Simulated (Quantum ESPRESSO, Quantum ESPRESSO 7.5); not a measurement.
**Rh: work function by face**

Which face of Rh holds its electrons most tightly, and does packing explain the order?

Program: Quantum ESPRESSO 7.5. Level of theory: plane-wave DFT, PBE, PseudoDojo norm-conserving pseudopotentials (geometry by pw.x at PBE, GBRV ultrasoft). Results are calculated unless marked as measured.

**What experiment says.**

“Anisotropic work function of elemental crystals” (2019, arxiv:1902.07811) quotes from earlier work for Rh (clean single-crystal faces): work function of (111) (clean (111) face) 5.46 eV; work function of (100) (clean (100) face) 5.3 eV; work function of (110) (clean (110) face) 4.86 eV.

Most raw output is cut from this account.

## Step 1: Set-up

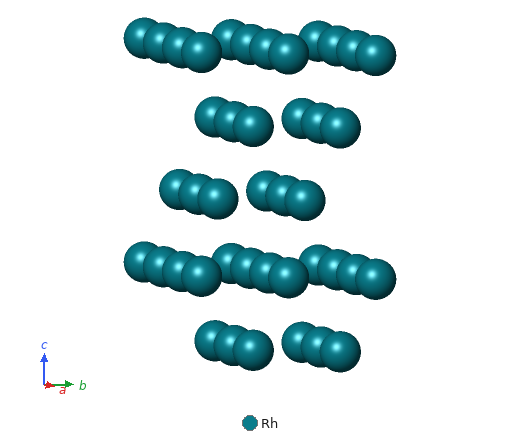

The cell as given, from the side, with the c axis up (rhodium blue). 3×2×1 cells are drawn. Some periodic images of atoms are drawn too.

The cell holds 5 atoms: 5 Rh. Cell: a = 2.687 Å, b = 2.687 Å, c = 24.776 Å, α = 90.0°, β = 90.0°, γ = 60.0°. It derives from Rh. Vacuum lies along c.

## Step 2: Relaxing the ions of (111), PBE

The free layers are relaxed; atoms flagged 0 0 0 stay at their bulk places.

Input file 111.relax.in:

```
&control
  prefix = '111.relax'
  outdir = './out'
  pseudo_dir = './pseudo'
  nstep = 40
  forc_conv_thr = 0.001
  calculation = 'relax'
/
&system
  ibrav = 0
  nat = 5
  ntyp = 1
  ecutwfc = 40
  ecutrho = 200
  occupations = 'smearing'
  smearing = 'mv'
  degauss = 0.02
/
&electrons
  conv_thr = 1e-07
  mixing_beta = 0.4
  electron_maxstep = 120
  mixing_mode = 'local-TF'
/
&ions
/
ATOMIC_SPECIES
  Rh  102.9055  rh_pbe_v1.4.uspp.F.UPF
CELL_PARAMETERS angstrom
  2.68700576850888 0.00000000000000 0.00000000000000
  1.34350288425444 2.32701525564402 0.00000000000000
  0.00000000000000 0.00000000000000 24.77572409168231
ATOMIC_POSITIONS crystal
  Rh  0.666666666700 0.666666666700 0.322896718191
  Rh  0.000000000000 0.000000000000 0.411448359095
  Rh  0.333333333300 0.333333333300 0.500000000000 0 0 0
  Rh  0.666666666700 0.666666666700 0.588551640905
  Rh  0.000000000000 0.000000000000 0.677103281809
K_POINTS automatic
  12 12 1 0 0 0
```

Run with:

```sh
OMP_NUM_THREADS=1 mpirun -n 4 pw.x -nk 4 -in 111.relax.in > 111.relax.out
```

It took 3 min on 4 MPI ranks of Arm Neoverse V2, shared host; peak memory 0.58 GiB; 12 min of CPU time.

Relaxation path:

```csv
step,energy less that of the first step (eV),largest force (eV/Å)
1,0.0000,0.2251
2,-0.0018,0.1531
3,-0.0030,0.0784
4,-0.0035,0.0632
5,-0.0037,0.0625
6,-0.0039,0.0559
7,-0.0042,0.0421
8,-0.0044,0.0187
```

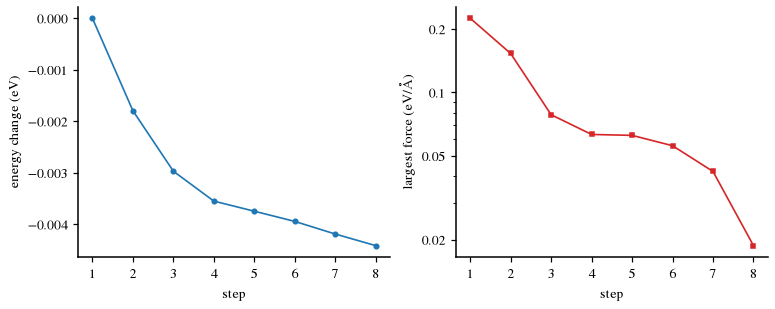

Energy and largest force along the relaxation.

The atoms that moved most (Å):

```csv
atom,dx,dy,dz,length
Rh4,0.000,0.000,0.022,0.022
Rh2,0.000,0.000,-0.022,0.022
Rh1,0.000,0.000,-0.011,0.011
Rh5,0.000,0.000,0.011,0.011
```

 On the free atoms the largest force ends at 0.019 eV/Å.

Read from the output:

```
free energy  : -11644.9305 eV
Fermi energy : 6.621 eV
```

## Step 3: SCF with pw.x of (111), PBE

Both faces of the slab are alike, so a plain periodic cell serves and symmetry is kept.

Level of this step: plane-wave DFT, PBE, PseudoDojo norm-conserving pseudopotentials (Quantum ESPRESSO 7.5).

Input file 111.pbe.in:

```
&control
  prefix = '111.pbe'
  outdir = './out'
  pseudo_dir = './pseudo'
  calculation = 'scf'
  tprnfor = .true.
/
&system
  ibrav = 0
  nat = 5
  ntyp = 1
  ecutwfc = 80
  ecutrho = 320
  occupations = 'smearing'
  smearing = 'mv'
  degauss = 0.02
/
&electrons
  conv_thr = 1e-07
  mixing_beta = 0.4
  electron_maxstep = 120
  mixing_mode = 'local-TF'
/
ATOMIC_SPECIES
  Rh  102.9055  Rh.dojo-sr-pbe-0.4.1-standard.upf
CELL_PARAMETERS angstrom
  2.68700576850888 0.00000000000000 0.00000000000000
  1.34350288425444 2.32701525564402 0.00000000000000
  0.00000000000000 0.00000000000000 24.77572409168231
ATOMIC_POSITIONS crystal
  Rh  0.666666666700 0.666666666700 0.322437062400
  Rh  0.000000000000 0.000000000000 0.410562334200
  Rh  0.333333333300 0.333333333300 0.500000000000
  Rh  0.666666666700 0.666666666700 0.589437665800
  Rh  0.000000000000 0.000000000000 0.677562937600
K_POINTS automatic
  12 12 1 0 0 0
```

Run with:

```sh
OMP_NUM_THREADS=1 mpirun -n 4 pw.x -nk 4 -in 111.pbe.in > 111.pbe.out
```

It took 74 s on 4 MPI ranks; peak memory 0.8 GiB.

Read from the output:

| Property | Result |
| --- | --- |
| free energy | -15956.3220 eV |
| Fermi energy | 7.189 eV |

## Step 4: Electrostatic potential of (111)

plot_num = 11 writes the bare and Hartree potential. It leaves out exchange and correlation, which fade slowly, so it flattens close to the surface.

Input file 111.pbe.pot.in:

```
&inputpp
  prefix = '111.pbe'
  outdir = './out'
  filplot = '111.pbe.pot.dat'
  plot_num = 11
/
```

Run with:

```sh
OMP_NUM_THREADS=1 mpirun -n 4 pp.x -in 111.pbe.pot.in > 111.pbe.pot.out
```

It took 0.7 s on 4 MPI ranks; peak memory 0.09 GiB.

Numbers from this step:

- work function of the upper face: 5.164 eV
- slope of the potential above: 1.55e-4 eV/Å
- upper vacuum line continued to the top atoms, over the Fermi level: 5.164 eV
- work function of the lower face: 5.164 eV
- slope of the potential below: -1.14e-4 eV/Å
- lower vacuum line continued to the bottom atoms, over the Fermi level: 5.164 eV

The potential energy, planar mean oscillates, so the rows of the table below give means over windows of 2.2 Å about each position, cut where the curve ends. Its maxima inside the range that stand out by 2 % of the span (Å: eV): 9.1: -0.692, 11.3: -0.609, 13.5: -0.609, 15.7: -0.692. Its minima: 8.0: -40.1, 10.2: -40.3, 12.4: -40.3, 14.6: -40.3, 16.8: -40.1.

Electrostatic potential energy of an electron; zero at the Fermi level. The potential energy, planar mean by z; means over each step:

```csv
z (Å),"potential energy, planar mean (eV)"
1.10,5.16
3.30,5.16
5.50,4.90
7.70,-15.3
9.90,-16.4
12.10,-16.3
14.30,-16.3
16.50,-16.1
18.70,3.90
20.90,5.16
23.10,5.16
```

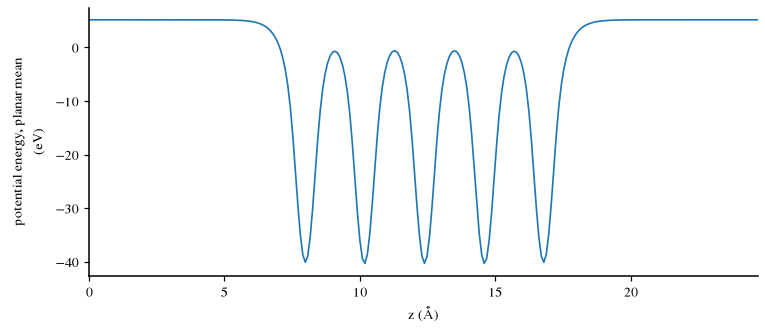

Potential energy, planar mean against z.

## Step 5: SCF with pw.x of (111), PBEsol

The same atoms under a second functional.

Level of this step: plane-wave DFT, PBEsol, PseudoDojo norm-conserving pseudopotentials (Quantum ESPRESSO 7.5).

111.pbesol.in is the input of step 3 with these lines changed:

```diff
@@ -1,3 +1,3 @@
 &control
-  prefix = '111.pbe'
+  prefix = '111.pbesol'
   outdir = './out'
@@ -24,3 +24,3 @@
 ATOMIC_SPECIES
-  Rh  102.9055  Rh.dojo-sr-pbe-0.4.1-standard.upf
+  Rh  102.9055  Rh.dojo-sr-pbesol-0.4.1-standard.upf
 CELL_PARAMETERS angstrom
```

Run with:

```sh
OMP_NUM_THREADS=1 mpirun -n 4 pw.x -nk 4 -in 111.pbesol.in > 111.pbesol.out
```

Wall time 75 s (4 MPI ranks); peak memory 0.8 GiB.

Read from the output:

| Item | Value |
| --- | --- |
| free energy | -15945.9894 eV |
| Fermi energy | 7.046 eV |

## Step 6: Electrostatic potential of (111)

Input file 111.pbesol.pot.in:

```
&inputpp
  prefix = '111.pbesol'
  outdir = './out'
  filplot = '111.pbesol.pot.dat'
  plot_num = 11
/
```

Run with:

```sh
OMP_NUM_THREADS=1 mpirun -n 4 pp.x -in 111.pbesol.pot.in > 111.pbesol.pot.out
```

The job ended after 0.7 s (4 MPI ranks; peak memory 0.11 GiB).

This step gave:

* work function of the upper face: 5.302 eV
* slope of the potential above: 1.30e-4 eV/Å
* upper vacuum line continued to the top atoms, over the Fermi level: 5.301 eV
* work function of the lower face: 5.302 eV
* slope of the potential below: -9.57e-5 eV/Å
* lower vacuum line continued to the bottom atoms, over the Fermi level: 5.302 eV

On (111) the work function under PBEsol lies +0.14 eV from PBE's.

## Step 7: Relaxation with pw.x of (100), PBE

Level of this step: plane-wave DFT, PBE, GBRV ultrasoft pseudopotentials (Quantum ESPRESSO 7.5).

Input file 100.relax.in:

```
&control
  prefix = '100.relax'
  outdir = './out'
  pseudo_dir = './pseudo'
  nstep = 40
  forc_conv_thr = 0.001
  calculation = 'relax'
/
&system
  ibrav = 0
  nat = 5
  ntyp = 1
  ecutwfc = 40
  ecutrho = 200
  occupations = 'smearing'
  smearing = 'mv'
  degauss = 0.02
/
&electrons
  conv_thr = 1e-07
  mixing_beta = 0.4
  electron_maxstep = 120
  mixing_mode = 'local-TF'
/
&ions
/
ATOMIC_SPECIES
  Rh  102.9055  rh_pbe_v1.4.uspp.F.UPF
CELL_PARAMETERS angstrom
  2.68700576850888 0.00000000000000 0.00000000000000
  0.00000000000000 2.68700576850888 0.00000000000000
  0.00000000000000 0.00000000000000 23.60000000000000
ATOMIC_POSITIONS crystal
  Rh  0.000000000000 0.000000000000 0.338983050847
  Rh  0.500000000000 0.500000000000 0.419491525424
  Rh  0.000000000000 0.000000000000 0.500000000000 0 0 0
  Rh  0.500000000000 0.500000000000 0.580508474576
  Rh  0.000000000000 0.000000000000 0.661016949153
K_POINTS automatic
  12 12 1 0 0 0
```

Run with:

```sh
OMP_NUM_THREADS=1 mpirun -n 4 pw.x -nk 4 -in 100.relax.in > 100.relax.out
```

Run time: 2.3 min. Hardware: 4 MPI ranks; peak memory 0.58 GiB.

The steps of the relaxation:

```csv
step,energy less that of the first step (eV),largest force (eV/Å)
1,0.0000,0.6792
2,-0.0200,0.4313
3,-0.0314,0.1508
4,-0.0328,0.0261
5,-0.0328,0.0215
```

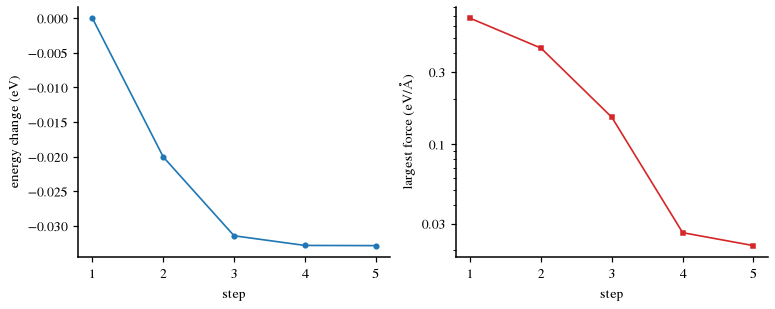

Energy and largest force along the relaxation.

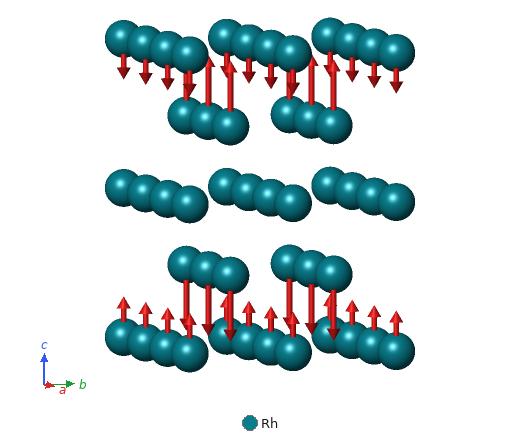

Displacements in the relaxation, exaggerated; the longest in the cell stands for 0.04 Å. 3×2×1 cells are drawn. Some periodic images of atoms are drawn too.

The atoms that moved most (Å):

```csv
atom,dx,dy,dz,length
Rh4,0.000,0.000,0.037,0.037
Rh2,0.000,0.000,-0.037,0.037
Rh1,0.000,0.000,0.019,0.019
Rh5,0.000,0.000,-0.019,0.019
```

The relaxed structure:

```xyz
5
Lattice="2.6870 0.0000 0.0000 0.0000 2.6870 0.0000 0.0000 0.0000 23.6000" Properties=species:S:1:pos:R:3
Rh    0.0000    0.0000    8.0187
Rh    1.3435    1.3435    9.8627
Rh    0.0000    0.0000   11.8000
Rh    1.3435    1.3435   13.7373
Rh    0.0000    0.0000   15.5813
```

The relaxation lowers the energy by 7 meV an atom. On the free atoms the largest force ends at 0.021 eV/Å.

Read from the output:

| Item | Value |
| --- | --- |
| free energy | -11644.3472 eV |
| Fermi energy | 5.592 eV |

## Step 8: SCF with pw.x of (100), PBE

Level of this step: plane-wave DFT, PBE, PseudoDojo norm-conserving pseudopotentials (Quantum ESPRESSO 7.5).

Input file 100.pbe.in:

```
&control
  prefix = '100.pbe'
  outdir = './out'
  pseudo_dir = './pseudo'
  calculation = 'scf'
  tprnfor = .true.
/
&system
  ibrav = 0
  nat = 5
  ntyp = 1
  ecutwfc = 80
  ecutrho = 320
  occupations = 'smearing'
  smearing = 'mv'
  degauss = 0.02
/
&electrons
  conv_thr = 1e-07
  mixing_beta = 0.4
  electron_maxstep = 120
  mixing_mode = 'local-TF'
/
ATOMIC_SPECIES
  Rh  102.9055  Rh.dojo-sr-pbe-0.4.1-standard.upf
CELL_PARAMETERS angstrom
  2.68700576850888 0.00000000000000 0.00000000000000
  0.00000000000000 2.68700576850888 0.00000000000000
  0.00000000000000 0.00000000000000 23.60000000000000
ATOMIC_POSITIONS crystal
  Rh  0.000000000000 0.000000000000 0.339774394700
  Rh  0.500000000000 0.500000000000 0.417909382500
  Rh  0.000000000000 0.000000000000 0.500000000000
  Rh  0.500000000000 0.500000000000 0.582090617500
  Rh  0.000000000000 0.000000000000 0.660225605300
K_POINTS automatic
  12 12 1 0 0 0
```

Run with:

```sh
OMP_NUM_THREADS=1 mpirun -n 4 pw.x -nk 4 -in 100.pbe.in > 100.pbe.out
```

Wall time 96 s (4 MPI ranks); peak memory 0.95 GiB.

Numbers from this step:

* free energy: -15955.7418 eV
* Fermi energy: 6.107 eV

## Step 9: Electrostatic potential of (100)

Input file 100.pbe.pot.in:

```
&inputpp
  prefix = '100.pbe'
  outdir = './out'
  filplot = '100.pbe.pot.dat'
  plot_num = 11
/
```

Run with:

```sh
OMP_NUM_THREADS=1 mpirun -n 4 pp.x -in 100.pbe.pot.in > 100.pbe.pot.out
```

Run time: 0.7 s. Hardware: 4 MPI ranks; peak memory 0.12 GiB; 2.5 s of CPU time.

Read from the output:

```
work function of the upper face                                       : 5.105 eV
slope of the potential above                                          : 1.69e-4 eV/Å
upper vacuum line continued to the top atoms, over the Fermi level    : 5.104 eV
work function of the lower face                                       : 5.105 eV
slope of the potential below                                          : -1.24e-4 eV/Å
lower vacuum line continued to the bottom atoms, over the Fermi level : 5.105 eV
```

The potential energy, planar mean oscillates, so the rows of the table below give means over windows of 1.94 Å about each position, cut where the curve ends. Its maxima inside the range that stand out by 2 % of the span (Å: eV): 8.9: -3.56, 10.9: -2.76, 12.7: -2.76, 14.7: -3.56. Its minima: 8.0: -34.0, 9.9: -34.3, 11.8: -34.2, 13.7: -34.3, 15.6: -34.0.

Electrostatic potential energy of an electron; zero at the Fermi level. Table of potential energy, planar mean by z; means over each step:

```csv
z (Å),"potential energy, planar mean (eV)"
0.97,5.11
2.91,5.11
4.85,5.07
6.79,-0.914
8.73,-17.3
10.67,-16.1
12.61,-16.0
14.55,-17.6
16.49,-6.89
18.43,5.03
20.37,5.10
22.31,5.11
```

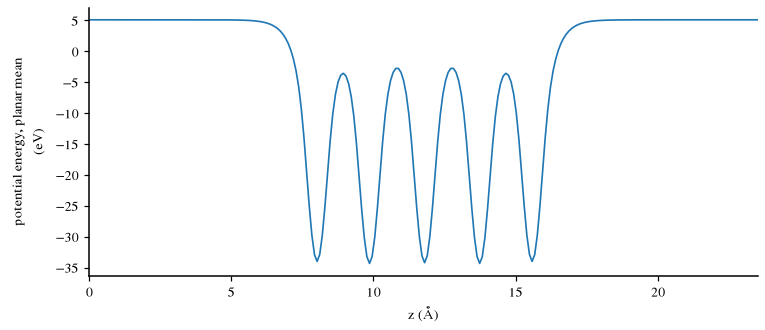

Potential energy, planar mean against z.

## Step 10: Ground state of (100), PBEsol

Level of this step: plane-wave DFT, PBEsol, PseudoDojo norm-conserving pseudopotentials (Quantum ESPRESSO 7.5).

100.pbesol.in is the input of step 8 with these lines changed:

```diff
@@ -1,3 +1,3 @@
 &control
-  prefix = '100.pbe'
+  prefix = '100.pbesol'
   outdir = './out'
@@ -24,3 +24,3 @@
 ATOMIC_SPECIES
-  Rh  102.9055  Rh.dojo-sr-pbe-0.4.1-standard.upf
+  Rh  102.9055  Rh.dojo-sr-pbesol-0.4.1-standard.upf
 CELL_PARAMETERS angstrom
```

Run with:

```sh
OMP_NUM_THREADS=1 mpirun -n 4 pw.x -nk 4 -in 100.pbesol.in > 100.pbesol.out
```

It took 96 s on 4 MPI ranks; peak memory 0.95 GiB.

Numbers from this step:

- free energy: -15945.3348 eV
- Fermi energy: 5.972 eV

## Step 11: Electrostatic potential of (100)

Input file 100.pbesol.pot.in:

```
&inputpp
  prefix = '100.pbesol'
  outdir = './out'
  filplot = '100.pbesol.pot.dat'
  plot_num = 11
/
```

Run with:

```sh
OMP_NUM_THREADS=1 mpirun -n 4 pp.x -in 100.pbesol.pot.in > 100.pbesol.pot.out
```

The job ended after 0.7 s (4 MPI ranks; peak memory 0.12 GiB).

Read from the output:

| Property | Result |
| --- | --- |
| work function of the upper face | 5.231 eV |
| slope of the potential above | 1.42e-4 eV/Å |
| upper vacuum line continued to the top atoms, over the Fermi level | 5.231 eV |
| work function of the lower face | 5.231 eV |
| slope of the potential below | -1.04e-4 eV/Å |
| lower vacuum line continued to the bottom atoms, over the Fermi level | 5.231 eV |

On (100) the work function under PBEsol lies +0.13 eV from PBE's.

## Step 12: Relaxing the ions of (110), PBE

Level of this step: plane-wave DFT, PBE, GBRV ultrasoft pseudopotentials (Quantum ESPRESSO 7.5).

System of this step: Rh(110), 7 layers. The cell holds 7 atoms: 7 Rh. Its edges and angles: a = 3.800 Å, b = 2.687 Å, c = 24.061 Å, α = 90.0°, β = 90.0°, γ = 90.0°. It derives from Rh. Vacuum lies along c.

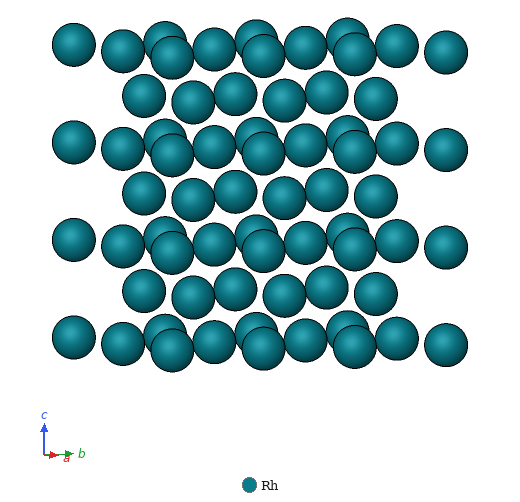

The cell of this step (rhodium blue). 2×3×1 cells are drawn. Some periodic images of atoms are drawn too.

Input file 110.relax.in:

```
&control
  prefix = '110.relax'
  outdir = './out'
  pseudo_dir = './pseudo'
  nstep = 40
  forc_conv_thr = 0.001
  calculation = 'relax'
/
&system
  ibrav = 0
  nat = 7
  ntyp = 1
  ecutwfc = 40
  ecutrho = 200
  occupations = 'smearing'
  smearing = 'mv'
  degauss = 0.02
/
&electrons
  conv_thr = 1e-07
  mixing_beta = 0.4
  electron_maxstep = 120
  mixing_mode = 'local-TF'
/
&ions
/
ATOMIC_SPECIES
  Rh  102.9055  rh_pbe_v1.4.uspp.F.UPF
CELL_PARAMETERS angstrom
  3.80000000000000 0.00000000000000 0.00000000000000
  0.00000000000000 2.68700576850888 0.00000000000000
  0.00000000000000 0.00000000000000 24.06101730552664
ATOMIC_POSITIONS crystal
  Rh  0.000000000000 0.000000000000 0.332488019871
  Rh  0.500000000000 0.500000000000 0.388325346581
  Rh  0.000000000000 0.000000000000 0.444162673290 0 0 0
  Rh  0.500000000000 0.500000000000 0.500000000000 0 0 0
  Rh  0.000000000000 0.000000000000 0.555837326710 0 0 0
  Rh  0.500000000000 0.500000000000 0.611674653419
  Rh  0.000000000000 0.000000000000 0.667511980129
K_POINTS automatic
  8 12 1 0 0 0
```

Run with:

```sh
OMP_NUM_THREADS=1 mpirun -n 4 pw.x -nk 4 -in 110.relax.in > 110.relax.out
```

The job ended after 10 min (4 MPI ranks; peak memory 1 GiB).

Relaxation path:

```csv
step,energy less that of the first step (eV),largest force (eV/Å)
1,0.0000,0.6634
2,-0.0316,0.5104
3,-0.0567,0.3399
4,-0.0755,0.1044
5,-0.0767,0.0311
6,-0.0768,0.0295
7,-0.0769,0.0258
8,-0.0770,0.0190
```

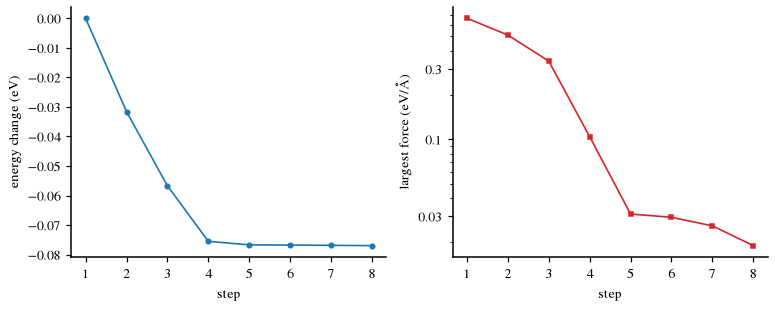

Energy and largest force along the relaxation.

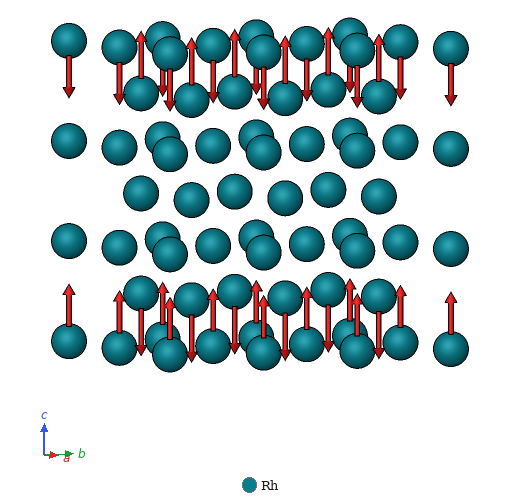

Displacements in the relaxation, exaggerated; the longest in the cell stands for 0.06 Å. 2×3×1 cells are drawn. Some periodic images of atoms are drawn too.

The atoms that moved most (Å):

```csv
atom,dx,dy,dz,length
Rh6,0.000,0.000,0.062,0.062
Rh2,0.000,0.000,-0.062,0.062
Rh1,0.000,0.000,0.055,0.055
Rh7,0.000,0.000,-0.055,0.055
```

The relaxation lowers the energy by 11 meV an atom. On the free atoms the largest force ends at 0.019 eV/Å.

This step gave:

| Quantity | Value |
| --- | --- |
| free energy | -16302.0196 eV |
| Fermi energy | 5.512 eV |

(Continued in part 2 of 2.)

[Logs are printed without paths, hosts, clocks, repeated set-up lines and the standing remarks that a program may print on its own settings, such as how far it seeks lower states.]

[Hosts, paths, dates, database ids (printed as entryN), source tags and the programs' standing remarks are cut or masked in the printed files.]

[Maps of the electrostatic potential energy from Ansatz leave out the sawtooth potential of an applied field or a dipole correction, so their vacuum need not be flat; planar profiles and work functions include it.]
